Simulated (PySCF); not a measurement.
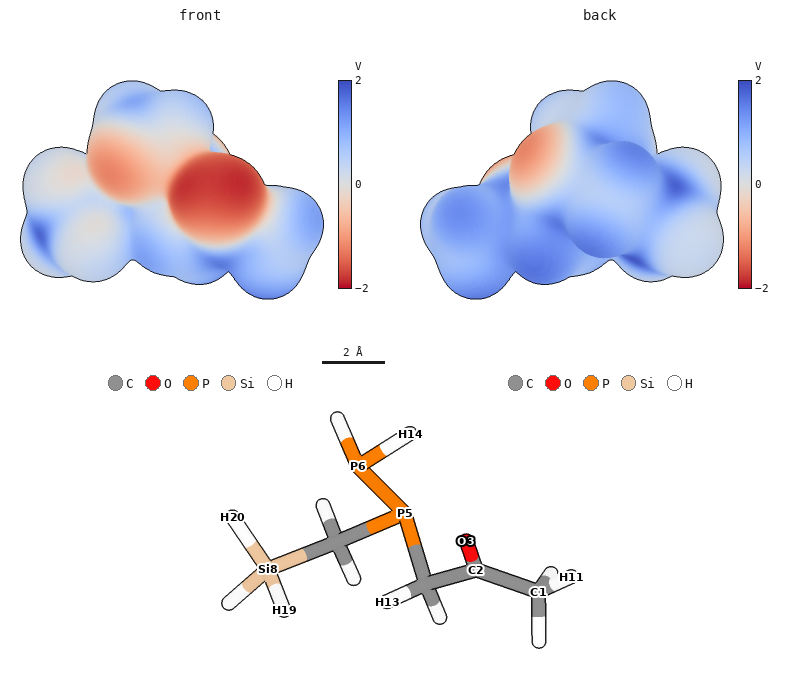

Figure 1: C$_{4}$H$_{12}$OP$_{2}$Si. The molecular electrostatic potential painted on the density surface at 0.004 e/bohr³, seen from the front and from behind; red is negative and blue positive. The bare structure is drawn below in the same view.

Geometry: PBE0-D3(BJ)/def2-SVP.

All numbers below come from PBE0/pcSseg-1, SCF density, gas phase, non-relativistic (PySCF 2.14.0).

```xyz
20

C     3.1952   -0.7521   -0.8888
C     2.0663   -0.5224    0.0779
O     2.2512   -0.2063    1.2308
C     0.6602   -0.6560   -0.4609
P    -0.0938    1.0540   -0.6429
P    -0.3921    1.4820    1.5335
C    -1.8353    0.5620   -1.0896
Si   -2.9185   -0.4159    0.1188
H     3.1545   -1.7792   -1.2849
H     3.0854   -0.0714   -1.7489
H     4.1581   -0.5786   -0.3930
H     0.6433   -1.1230   -1.4581
H     0.0691   -1.2666    0.2398
H     0.8457    2.1686    1.6958
H    -1.1170    2.6851    1.2458
H    -1.7577   -0.0020   -2.0356
H    -2.3691    1.4930   -1.3486
H    -4.0960   -0.9540   -0.6320
H    -2.1793   -1.5676    0.7166
H    -3.4217    0.4662    1.2120
```

### Where is the surface potential most negative and most positive?

The most negative region (about −1.8 V) lies over O3, the most positive (about +1.7 V) over Si8. O3 is the likeliest acceptor of a hydrogen bond.

### How polar is the molecule by this calculation?

Its dipole moment is 3.18 D.
